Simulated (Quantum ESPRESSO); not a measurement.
# Cr2O3 (Eskolaite): parallel and opposed starts, part 2 of 2

Aim: find out which collinear order of Cr2O3 (Eskolaite) costs least.

Quantum ESPRESSO 7.5; LDA with U = 3.5 eV on Cr d (ortho-atomic projectors); plane waves with GBRV 1.5 LDA potentials, no spin-orbit coupling.

So far, largest spin moment in the atom's sphere (μB): step 2 (start 1: ferro ++++) 2.49.

## (3) Run 2, typed as antiferro +−−+

Contents of pw.in:

```
&CONTROL
  calculation = 'scf'
  prefix = 'pwscf'
  outdir = './tmp'
  pseudo_dir = './pseudo'
  disk_io = 'nowf'
/
&SYSTEM
  ibrav = 0
  nat = 10
  ntyp = 3
  ecutwfc = 40
  ecutrho = 280
  nbnd = 60
  occupations = 'smearing'
  smearing = 'fd'
  degauss = 0.00367493
  nspin = 2
  starting_magnetization(1) = 0.2143
  starting_magnetization(2) = -0.2143
  starting_magnetization(3) = 0
/
&ELECTRONS
  conv_thr = 2d-08
  electron_maxstep = 150
  mixing_beta = 0.3
/
ATOMIC_SPECIES
Cr1    51.9961 cr_lda_v1.5.uspp.F.UPF
Cr2    51.9961 cr_lda_v1.5.uspp.F.UPF
O      15.9990 o_lda_v1.2.uspp.F.UPF
CELL_PARAMETERS angstrom
   2.4785000000    1.4309626422    4.5307666667
  -2.4785000000    1.4309626422    4.5307666667
   0.0000000000   -2.8619252844    4.5307666667
ATOMIC_POSITIONS crystal
Cr1     0.3474800000    0.3474800000    0.3474800000
Cr2     0.1525200000    0.1525200000    0.1525200000
Cr2     0.6525200000    0.6525200000    0.6525200000
Cr1     0.8474800000    0.8474800000    0.8474800000
O       0.5558000000    0.9442000000    0.2500000000
O       0.2500000000    0.5558000000    0.9442000000
O       0.9442000000    0.2500000000    0.5558000000
O       0.4442000000    0.0558000000    0.7500000000
O       0.7500000000    0.4442000000    0.0558000000
O       0.0558000000    0.7500000000    0.4442000000
K_POINTS automatic
6 6 6 0 0 0
HUBBARD {ortho-atomic}
U Cr1-3d 3.5000
U Cr2-3d 3.5000
```

On the command line:

```
> OMP_NUM_THREADS=1 mpirun -n 4 pw.x -nk 4 -in pw.in > pw.out
```

Output:

```text
[banner, memory and clock lines left out]
Program PWSCF v.7.5 starts

     Message from routine setup:
     using ibrav=0 with symmetry is DISCOURAGED, use correct ibrav instead

     bravais-lattice index     =            0
     lattice parameter (alat)  =      10.1270  a.u.
     unit-cell volume          =     650.6340 (a.u.)^3
     number of atoms/cell      =           10
     number of atomic types    =            3
     number of electrons       =        92.00
     number of Kohn-Sham states=           60
     kinetic-energy cutoff     =      40.0000  Ry
     charge density cutoff     =     280.0000  Ry
     scf convergence threshold =      2.0E-08
     mixing beta               =       0.3000
     number of iterations used =            8  plain     mixing
     Exchange-correlation= SLA  PZ   NOGX NOGC
                           (   1   1   0   0   0   0   0)
     Hubbard projectors: ortho-atomic
     Hubbard parameters of DFT+U (Dudarev formulation) in eV:
     U(Cr1-3d) =  3.5000
     U(Cr2-3d) =  3.5000

     Internal variables: lda_plus_u =T, lda_plus_u_kind = 0

     Internal variables: orbital_resolved =F, hub_pot_fix =F, apply_U = F

     celldm(1)=  10.126969  celldm(2)=   0.000000  celldm(3)=   0.000000
     celldm(4)=   0.000000  celldm(5)=   0.000000  celldm(6)=   0.000000

     crystal axes: (cart. coord. in units of alat)
               a(1) = (   0.462496   0.267022   0.845456 )
               a(2) = (  -0.462496   0.267022   0.845456 )
               a(3) = (   0.000000  -0.534045   0.845456 )

     reciprocal axes: (cart. coord. in units 2 pi/alat)
               b(1) = (  1.081090  0.624167  0.394264 )
               b(2) = ( -1.081090  0.624167  0.394264 )
               b(3) = (  0.000000 -1.248335  0.394264 )

     PseudoPot. # 1 for Cr read from file:
     cr_lda_v1.5.uspp.F.UPF
     Pseudo is Ultrasoft + core correction, Zval = 14.0

     PseudoPot. # 2 for Cr read from file:
     cr_lda_v1.5.uspp.F.UPF
     Pseudo is Ultrasoft + core correction, Zval = 14.0

     PseudoPot. # 3 for O  read from file:
     o_lda_v1.2.uspp.F.UPF
     Pseudo is Ultrasoft + core correction, Zval =  6.0

     atomic species   valence    mass     pseudopotential
     Cr1              14.00    51.99610     Cr( 1.00)
     Cr2              14.00    51.99610     Cr( 1.00)
     O                 6.00    15.99900     O ( 1.00)

     Starting magnetic structure
     atomic species   magnetization
     Cr1             0.214
     Cr2            -0.214
     O               0.000

      6 Sym. Ops. (no inversion) found ( 3 have fractional translation)

   Cartesian axes

     site n.     atom                  positions (alat units)
         1        Cr1    tau(   1) = (  -0.0000000   0.0000000   0.8813373  )
         2        Cr2    tau(   2) = (   0.0000000   0.0000000   0.3868469  )
         3        Cr2    tau(   3) = (  -0.0000000   0.0000000   1.6550312  )
         4        Cr1    tau(   4) = (   0.0000000  -0.0000000   2.1495216  )
         5        O      tau(   5) = (  -0.1796336   0.2670224   1.4795483  )
         6        O      tau(   6) = (  -0.1414314  -0.2890785   1.4795483  )
         7        O      tau(   7) = (   0.3210650   0.0220561   1.4795483  )
         8        O      tau(   8) = (   0.1796336  -0.2670224   1.0568202  )
         9        O      tau(   9) = (   0.1414314   0.2890785   1.0568202  )
        10        O      tau(  10) = (  -0.3210650  -0.0220561   1.0568202  )

     number of k points=    32  Fermi-Dirac smearing, width (Ry)=  0.0037
                       cart. coord. in units 2pi/alat
        k(    1) = (   0.0000000   0.0000000   0.0000000), wk =   0.0046296
        k(    2) = (   0.0000000  -0.2080558   0.0657107), wk =   0.0277778
        k(    3) = (   0.0000000  -0.4161116   0.1314215), wk =   0.0277778
        k(    4) = (  -0.0000000   0.6241674  -0.1971322), wk =   0.0138889
        k(    5) = (  -0.1801816  -0.1040279   0.1314215), wk =   0.0277778
        [... 27 further k-points ...]

     Dense  grid:    51357 G-vectors     FFT dimensions: (  54,  54,  54)

     Smooth grid:    22277 G-vectors     FFT dimensions: (  48,  48,  48)

     Check: negative core charge=   -0.000009
     Generating pointlists ...
     new r_m :   0.1512 (alat units)  1.5312 (a.u.) for type    1
     new r_m :   0.1512 (alat units)  1.5312 (a.u.) for type    2
     new r_m :   0.1512 (alat units)  1.5312 (a.u.) for type    3

     Initial potential from superposition of free atoms

     starting charge      87.9999, renormalised to      92.0000

     STARTING HUBBARD OCCUPATIONS:

     =================== HUBBARD OCCUPATIONS ===================
     ------------------------ ATOM    1 ------------------------
     Tr[ns(  1)] (up, down, total) =   3.40000  0.00000  3.40000
     Atomic magnetic moment for atom   1 =   3.40000
     [... lines left out ...]
     ------------------------ ATOM    2 ------------------------
     Tr[ns(  2)] (up, down, total) =   0.00000  3.40000  3.40000
     Atomic magnetic moment for atom   2 =  -3.40000
     [... lines left out ...]
     ------------------------ ATOM    3 ------------------------
     Tr[ns(  3)] (up, down, total) =   0.00000  3.40000  3.40000
     Atomic magnetic moment for atom   3 =  -3.40000
     [... lines left out ...]
     ------------------------ ATOM    4 ------------------------
     Tr[ns(  4)] (up, down, total) =   3.40000  0.00000  3.40000
     Atomic magnetic moment for atom   4 =   3.40000
     [... lines left out ...]
     Number of occupied Hubbard levels =   13.6000

     Atomic wfc used for Hubbard projectors are orthogonalized

     Starting wfcs are   64 randomized atomic wfcs

     Self-consistent Calculation

     iteration #  1     ecut=    40.00 Ry     beta= 0.30
     Davidson diagonalization with overlap
     ethr =  1.00E-02,  avg # of iterations =  3.4

     =================== HUBBARD OCCUPATIONS ===================
     ------------------------ ATOM    1 ------------------------
     Tr[ns(  1)] (up, down, total) =   3.20399  0.38140  3.58539
     Atomic magnetic moment for atom   1 =   2.82259
     [... lines left out ...]
     ------------------------ ATOM    2 ------------------------
     Tr[ns(  2)] (up, down, total) =   0.38136  3.20436  3.58573
     Atomic magnetic moment for atom   2 =  -2.82300
     [... lines left out ...]
     ------------------------ ATOM    3 ------------------------
     Tr[ns(  3)] (up, down, total) =   0.38136  3.20436  3.58573
     Atomic magnetic moment for atom   3 =  -2.82300
     [... lines left out ...]
     ------------------------ ATOM    4 ------------------------
     Tr[ns(  4)] (up, down, total) =   3.20399  0.38140  3.58539
     Atomic magnetic moment for atom   4 =   2.82259
     [... lines left out ...]
     Number of occupied Hubbard levels =   14.3422

     negative rho (up, down):  1.916E-03 1.915E-03

     total energy              =    -894.89300379 Ry
     estimated scf accuracy    <       3.93506738 Ry

     total magnetization       =     0.00 Bohr mag/cell
     absolute magnetization    =    11.45 Bohr mag/cell

     iteration #  2     ecut=    40.00 Ry     beta= 0.30
     Davidson diagonalization with overlap
     ethr =  4.28E-03,  avg # of iterations =  2.4

     negative rho (up, down):  3.430E-03 3.429E-03

     total energy              =    -895.59641697 Ry
     estimated scf accuracy    <       0.24967366 Ry

     total magnetization       =     0.00 Bohr mag/cell
     absolute magnetization    =    12.14 Bohr mag/cell

     [... further iterations left out ...]

     iteration # 11     ecut=    40.00 Ry     beta= 0.30
     Davidson diagonalization with overlap
     ethr =  2.24E-09,  avg # of iterations =  2.0

     negative rho (up, down):  7.221E-03 7.221E-03

     total energy              =    -895.64510362 Ry
     estimated scf accuracy    <       0.00000003 Ry

     total magnetization       =    -0.00 Bohr mag/cell
     absolute magnetization    =    12.26 Bohr mag/cell

     iteration # 12     ecut=    40.00 Ry     beta= 0.30
     Davidson diagonalization with overlap
     ethr =  3.59E-11,  avg # of iterations =  2.5

     negative rho (up, down):  7.221E-03 7.221E-03

     Magnetic moment per site  (integrated on atomic sphere of radius R)
     atom   1 (R=0.151)  charge= 10.8360  magn=  2.4160
     atom   2 (R=0.151)  charge= 10.8360  magn= -2.4160
     atom   3 (R=0.151)  charge= 10.8360  magn= -2.4160
     atom   4 (R=0.151)  charge= 10.8360  magn=  2.4160
     atom   5 (R=0.151)  charge=  5.4556  magn= -0.0000
     atom   6 (R=0.151)  charge=  5.4556  magn= -0.0000
     atom   7 (R=0.151)  charge=  5.4556  magn= -0.0000
     atom   8 (R=0.151)  charge=  5.4556  magn= -0.0000
     atom   9 (R=0.151)  charge=  5.4556  magn= -0.0000
     atom  10 (R=0.151)  charge=  5.4556  magn= -0.0000

     End of self-consistent calculation

     =================== HUBBARD OCCUPATIONS ===================
     ------------------------ ATOM    1 ------------------------
     Tr[ns(  1)] (up, down, total) =   3.56764  0.60642  4.17406
     Atomic magnetic moment for atom   1 =   2.96122
     [... lines left out ...]
     ------------------------ ATOM    2 ------------------------
     Tr[ns(  2)] (up, down, total) =   0.60642  3.56763  4.17405
     Atomic magnetic moment for atom   2 =  -2.96122
     [... lines left out ...]
     ------------------------ ATOM    3 ------------------------
     Tr[ns(  3)] (up, down, total) =   0.60642  3.56763  4.17405
     Atomic magnetic moment for atom   3 =  -2.96122
     [... lines left out ...]
     ------------------------ ATOM    4 ------------------------
     Tr[ns(  4)] (up, down, total) =   3.56764  0.60642  4.17406
     Atomic magnetic moment for atom   4 =   2.96122
     [... lines left out ...]
     Number of occupied Hubbard levels =   16.6962

     [... lines left out ...]
     the Fermi energy is    12.5844 ev

!    total energy              =    -895.64510366 Ry
     estimated scf accuracy    <       0.00000001 Ry
     smearing contrib. (-TS)   =      -0.00000000 Ry
     internal energy E=F+TS    =    -895.64510366 Ry

     The total energy is F=E-TS. E is the sum of the following terms:
     one-electron contribution =    -366.75630228 Ry
     hartree contribution      =     231.65164000 Ry
     xc contribution           =    -132.29108081 Ry
     ewald contribution        =    -628.76144723 Ry
     Hubbard energy            =       0.51208667 Ry

     total magnetization       =     0.00 Bohr mag/cell
     absolute magnetization    =    12.26 Bohr mag/cell

     convergence has been achieved in  12 iterations
```

Run time: 67 s. Hardware: 4 MPI ranks of Intel Xeon Platinum 8488C (Sapphire Rapids), shared host; peak memory 0.83 GiB.

Spin moment in the atom's sphere by atom:

| atom | spin moment in the atom's sphere (μB) |
| --- | --- |
| Cr1 | 2.42 |
| Cr2 | -2.42 |
| Cr3 | -2.42 |
| Cr4 | 2.42 |
| O5 | 0.00 |
| O6 | 0.00 |
| O7 | 0.00 |
| O8 | 0.00 |
| O9 | 0.00 |
| O10 | 0.00 |

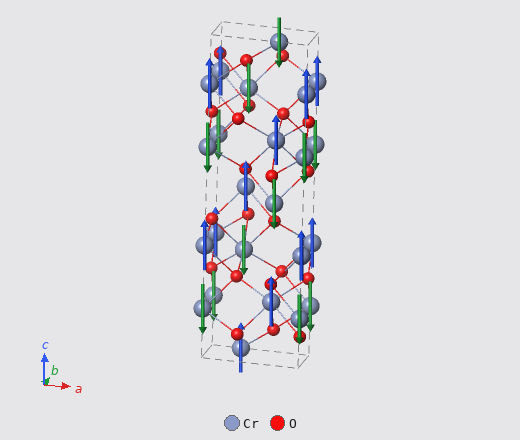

Spin moment in the atom's sphere as arrows, the longest 2.42 μB. Up and down stand for the sign. Arrows give size and sign along the axis of quantisation, drawn up and down the page. The two directions have two colours. Some periodic images of atoms are drawn too.

This step gave:

```yaml
smearing_term_ts: 7.88e-12 eV
magnetization: 0 μB
absolute_magnetization: 12.26 μB
final_state: antiferromagnetic
```

## (4) Run 3, typed as antiferro ++−−

Changes to pw.in since step 3:

```diff
@@ -37,5 +37,5 @@
 Cr1     0.3474800000    0.3474800000    0.3474800000
-Cr2     0.1525200000    0.1525200000    0.1525200000
+Cr1     0.1525200000    0.1525200000    0.1525200000
 Cr2     0.6525200000    0.6525200000    0.6525200000
-Cr1     0.8474800000    0.8474800000    0.8474800000
+Cr2     0.8474800000    0.8474800000    0.8474800000
 O       0.5558000000    0.9442000000    0.2500000000
```

Output:

```text
     [... lines left out ...]
Program PWSCF v.7.5 starts
     [... lines left out ...]
     number of atoms/cell      =           10
     [... lines left out ...]
     number of electrons       =        92.00
     number of Kohn-Sham states=           60
     kinetic-energy cutoff     =      40.0000  Ry
     charge density cutoff     =     280.0000  Ry
     scf convergence threshold =      2.0E-08
     [... lines left out ...]
      6 Sym. Ops. (no inversion) found ( 3 have fractional translation)
     [... lines left out ...]
     number of k points=    32  Fermi-Dirac smearing, width (Ry)=  0.0037
     [... lines left out ...]
     iteration # 13     ecut=    40.00 Ry     beta= 0.30
     [... lines left out ...]
     Magnetic moment per site  (integrated on atomic sphere of radius R)
     atom   1 (R=0.151)  charge= 10.8373  magn=  2.4163
     atom   2 (R=0.151)  charge= 10.8373  magn=  2.4163
     atom   3 (R=0.151)  charge= 10.8373  magn= -2.4163
     atom   4 (R=0.151)  charge= 10.8373  magn= -2.4163
     atom   5 (R=0.151)  charge=  5.4556  magn= -0.0129
     atom   6 (R=0.151)  charge=  5.4556  magn= -0.0129
     atom   7 (R=0.151)  charge=  5.4556  magn= -0.0129
     atom   8 (R=0.151)  charge=  5.4556  magn=  0.0129
     atom   9 (R=0.151)  charge=  5.4556  magn=  0.0129
     atom  10 (R=0.151)  charge=  5.4556  magn=  0.0129
     [... lines left out ...]
     Tr[ns(  1)] (up, down, total) =   3.56590  0.60732  4.17322
     [... lines left out ...]
     Tr[ns(  2)] (up, down, total) =   3.56590  0.60732  4.17322
     [... lines left out ...]
     Tr[ns(  3)] (up, down, total) =   0.60732  3.56591  4.17323
     [... lines left out ...]
     Tr[ns(  4)] (up, down, total) =   0.60732  3.56591  4.17323
     [... lines left out ...]
     the Fermi energy is    12.2458 ev
!    total energy              =    -895.63567159 Ry
     estimated scf accuracy    <       0.00000002 Ry
     smearing contrib. (-TS)   =      -0.00000000 Ry
     [... lines left out ...]
     total magnetization       =     0.00 Bohr mag/cell
     absolute magnetization    =    12.21 Bohr mag/cell
     convergence has been achieved in  13 iterations
```

The job ended after 79 s (4 MPI ranks; peak memory 0.82 GiB).

Spin moment in the atom's sphere by atom:

| atom | spin moment in the atom's sphere (μB) |
| --- | --- |
| Cr1 | 2.42 |
| Cr2 | 2.42 |
| Cr3 | -2.42 |
| Cr4 | -2.42 |
| O5 | -0.01 |
| O6 | -0.01 |
| O7 | -0.01 |
| O8 | 0.01 |
| O9 | 0.01 |
| O10 | 0.01 |

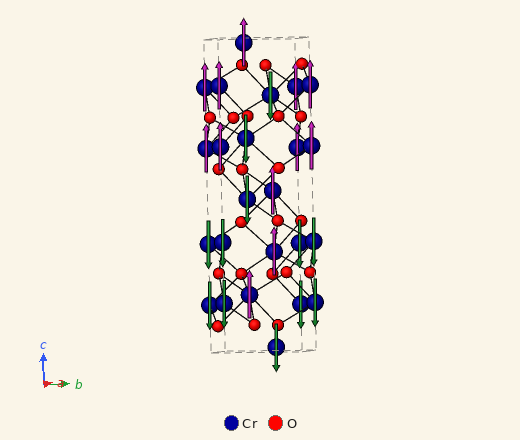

Spin moment in the atom's sphere as arrows, the longest 2.42 μB. Up and down stand for the sign. Arrows give size and sign along the axis of quantisation, drawn up and down the page. The two directions have two colours. Some periodic images of atoms are drawn too.

Read from the output:

```
smearing term TS       : 2.97e-11 eV
magnetization          : 0 μB
absolute magnetization : 12.21 μB
final state            : antiferromagnetic
```

## (5) Ranking

An order is kept where moments of 0.15 μB or more survive with the typed signs; meshes match where a doubled cell samples the same k points as the first cell.

Orders:

| start | final state | typed order kept | energy over the lowest (meV a seeded atom) | largest site moment (μB) | net moment (μB a cell of the first run) | mesh matched | CPU time (s) |
| --- | --- | --- | --- | --- | --- | --- | --- |
| ferro ++++ | ferromagnetic | yes | 37.03 | 2.491 | 12 | yes | 281.5 |
| antiferro +--+ | antiferromagnetic | yes | 0 | 2.416 | 0 | yes | 268.3 |
| antiferro ++-- | antiferromagnetic | yes | 32.08 | 2.416 | 0 | yes | 314.1 |

## (6) A Heisenberg model

E = −Σ J e·e over ordered pairs of unit vectors, so each pair counts twice. As many shells are taken as there are differences of energy, so the couplings are solved for and no residual tests the model; further shells are folded in, and shells whose pairs keep their relative signs in all orders cancel and are not probed. Couplings from the energies:

| pair | distance (Å) | neighbours an atom | J (meV) |
| --- | --- | --- | --- |
| Cr-Cr | 2.65 | 1 | -16.04 |
| Cr-Cr | 2.888 | 3 | -0.8251 |

## (7) Occupations of the corrected shells in the lowest state

Occupations of the Hubbard shells:

| block | type | shell | spin | electrons | occupation numbers |
| --- | --- | --- | --- | --- | --- |
| 1 | Cr1 | 3d | up | 3.568 | 0.312 0.312 0.978 0.983 0.983 |
| 1 | Cr1 | 3d | down | 0.6064 | 0.062 0.062 0.075 0.204 0.204 |
| 2 | Cr2 | 3d | up | 0.6064 | 0.062 0.062 0.075 0.204 0.204 |
| 2 | Cr2 | 3d | down | 3.568 | 0.312 0.312 0.978 0.983 0.983 |
| 3 | Cr2 | 3d | up | 0.6064 | 0.062 0.062 0.075 0.204 0.204 |
| 3 | Cr2 | 3d | down | 3.568 | 0.312 0.312 0.978 0.983 0.983 |
| 4 | Cr1 | 3d | up | 3.568 | 0.312 0.312 0.978 0.983 0.983 |
| 4 | Cr1 | 3d | down | 0.6064 | 0.062 0.062 0.075 0.204 0.204 |

## (8) Summary of results

* lowest state found: antiferromagnetic (from antiferro +--+)
* largest site moment: 2.42 μB
* next state with moments: antiferromagnetic, 32.1 meV a seeded atom higher
* J of the weightiest shell (Cr-Cr, 2.65 Å; E = −Σ J e·e, ordered pairs): -16.0 meV

The largest moment changes by 3.0 % between the kept orders, as for well localised moments. This is the lowest of 3 collinear or spinless starts, no proof of the ground state.

[Logs and program files are shortened in this print: banners, set-up blocks, solver, clock and traceback lines can be left out without a mark of their own.]

[Logs are printed without paths, hosts, clocks, repeated set-up lines and the standing remarks that a program may print on its own settings, such as how far it seeks lower states.]

[Hosts, paths, dates, database ids (printed as entryN), source tags and the programs' standing remarks are cut or masked in the printed files.]

[Where a cell is said to come from a database of computed structures, the database is the Materials Project.]
